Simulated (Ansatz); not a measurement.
A series of calculations on CH$_{5}$BN

**1. Relaxation**

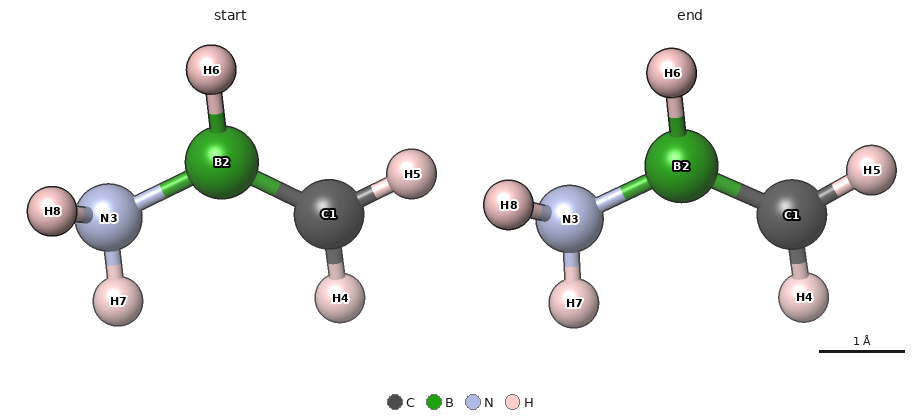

The structure of CH5BN (charge −1) before (left) and after (right) a relaxation, at one scale.

A ball-and-stick model, seen at a tilt.

The run prepares an end point of a later path (inversion) calculation, from a guessed geometry.

Theory: Ansatz 0.2.0, RKS PBE0-D4/def2-TZVP. Set-up: no spin polarisation; force threshold 0.015 eV/Å; at most 40 steps.

Q: Summarise the run.

A: Over 5 accepted moves (6 points after the start) the energy falls by 0.66 kcal/mol. Largest force component: 0.84 eV/Å at the start, 0.0091 eV/Å at the end. The line search rejected the trial step at point 3 of the run. H8 moves most after the best rigid fit: 0.10 Å. Largest moves by element: H 0.10 Å, B 0.04 Å, C 0.04 Å, N 0.03 Å. Among the contacts that change: B2–N3 1.523 → 1.493 Å, C1–B2 1.436 → 1.458 Å, B2–H6 1.218 → 1.229 Å, C1–H5 1.097 → 1.091 Å. Bond angles that change, for instance: B2–N3–H7 111.2° → 113.8°, H4–C1–H5 110.7° → 113.1°, B2–N3–H8 112.5° → 114.9°. The run took 9.7 s on 2 threads of Intel(R) Xeon(R) Platinum 8488C (Sapphire Rapids), on a shared host, peak memory 0.21 GiB.

Limits of the set-up: the basis has no diffuse functions, which an anion needs.

**2. Relaxation**

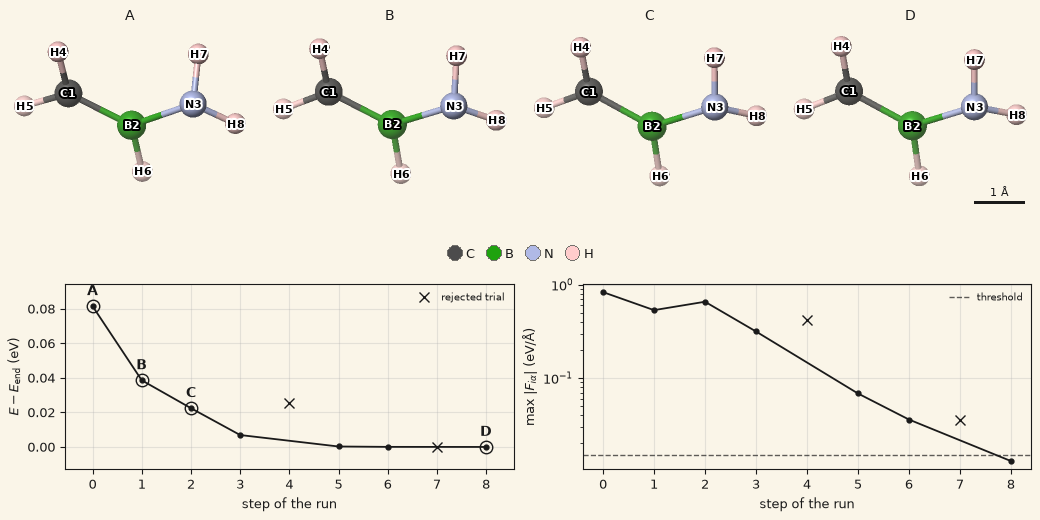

Frames of a relaxation of CH5BN (charge −1), marked on the history of the run. A ball-and-stick model, seen at a tilt.

The run prepares an end point of a later path (inversion) calculation, from a guessed geometry.

These are results of RKS PBE0-D4/def2-TZVP (Ansatz), not measurements. (no spin polarisation; force threshold 0.015 eV/Å; at most 40 steps)

Question: Describe the path.

Answer: After 6 accepted moves (8 points after the start) the energy has fallen by 0.082 eV. Largest force component: 0.83 eV/Å at the start, 0.013 eV/Å at the end. The line search rejected the trial steps at points 4, 7 of the run. The atom that moves furthest after the best rigid fit is H7 (0.32 Å). By element the largest moves are H 0.32 Å, N 0.08 Å, C 0.06 Å, B 0.02 Å. Near-neighbour distances that change, for instance: B2–N3 1.523 → 1.493 Å, C1–B2 1.436 → 1.458 Å, B2–H6 1.218 → 1.229 Å, C1–H5 1.097 → 1.091 Å. Among the angles between lasting bonds that change: B2–N3–H7 111.2° → 113.8°, H4–C1–H5 110.7° → 113.2°, B2–N3–H8 112.5° → 114.9°. Groups turn about B2–N3 by about 25°. From step 0 to 1: H7 moves most (0.16 Å), energy −0.043 eV. From step 1 to 2: H8 moves most (0.14 Å), energy −0.016 eV. From step 2 to 8: H7 moves most (0.05 Å), energy −0.022 eV.

| step | E − E(0), eV | largest force component, eV/Å | note |
| --- | --- | --- | --- |
| 0 | 0.0000 | 0.8333 |  |
| 1 | -0.0429 | 0.5346 |  |
| 2 | -0.0591 | 0.6576 |  |
| 3 | -0.0746 | 0.3159 |  |
| 4 | -0.0562 | 0.4168 | rejected |
| 5 | -0.0812 | 0.0685 |  |
| 6 | -0.0815 | 0.0361 |  |
| 7 | -0.0814 | 0.0360 | rejected |
| 8 | -0.0815 | 0.0130 |  |

Limits of the set-up: the basis has no diffuse functions, which an anion needs.

**3. Path**

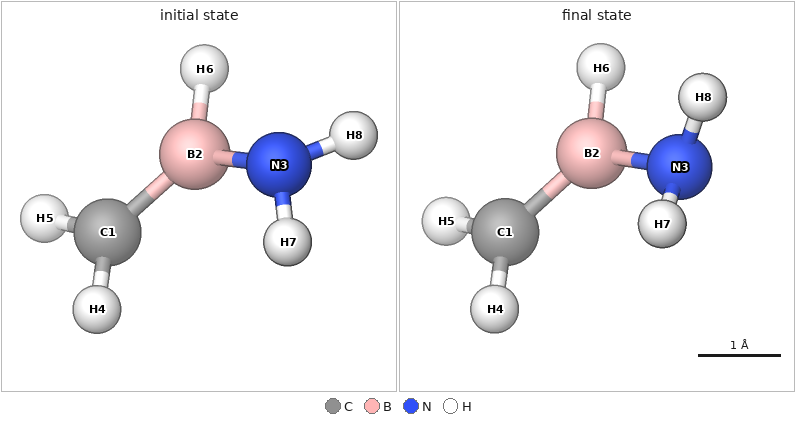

The two relaxed end points of a path for CH₅BN (charge −1). The picture is a ball-and-stick view, seen from a free direction.

The calculation used RKS PBE0-D4/def2-TZVP in Ansatz 0.2.0.

Run with 5 movable images; climbing image; force threshold 0.05 eV/Å; iteration limit 60.

Start:
```xyz
8

C    -0.8429    0.7094   -0.6701
B    -0.0424    0.2121    0.4430
N     0.7239   -1.0691    0.4563
H    -0.9337    0.1978   -1.6347
H    -1.4418    1.6189   -0.6092
H     0.0397    0.8173    1.5098
H     0.9043   -1.4463   -0.4653
H     1.5929   -1.0401    0.9703
```

End:
```xyz
8

C    -0.8724    0.6861   -0.6553
B     0.0593    0.2908    0.3947
N     1.0738   -0.7993    0.2870
H    -0.9415    0.1901   -1.6299
H    -1.5499    1.5351   -0.5571
H     0.1048    0.8686    1.4787
H     0.8889   -1.4578   -0.4588
H     1.2370   -1.3136    1.1407
```

> What barrier does the band find between them, and by what path?

The barrier is about 1.16 kcal/mol in both directions, with image 3 at the top; the ends have the same energy. The motion is an umbrella inversion at N3. No bond forms or breaks between the ends. Among the angles between lasting bonds that change up to the highest image: B2–N3–H8 114.9° → 123.7°, B2–N3–H7 113.8° → 122.1°. The band converged in 6 iterations, with a climbing image at the top. At the top, the vibrational analysis gives one imaginary mode (431i cm⁻¹), as a transition state must have.

Energies of the converged images:

```csv
image,path (Å),E (kcal/mol)
0,0.00,0.00
1,0.14,0.17
2,0.27,0.78
3,0.41,1.16
4,0.54,0.77
5,0.68,0.16
6,0.82,0.00
```

The geometry at the top of the path:

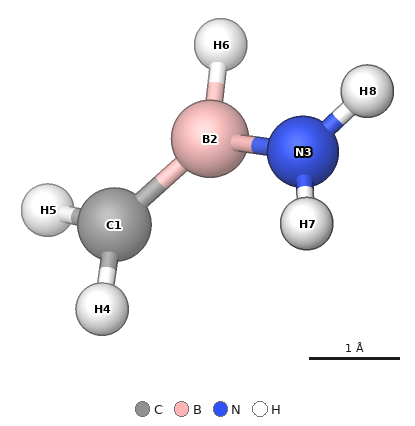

Limits of the set-up: the basis has no diffuse functions, which an anion needs.

Cost: 36 s on 2 threads of Intel(R) Xeon(R) Platinum 8488C (Sapphire Rapids), on a shared host, peak memory 0.21 GiB.
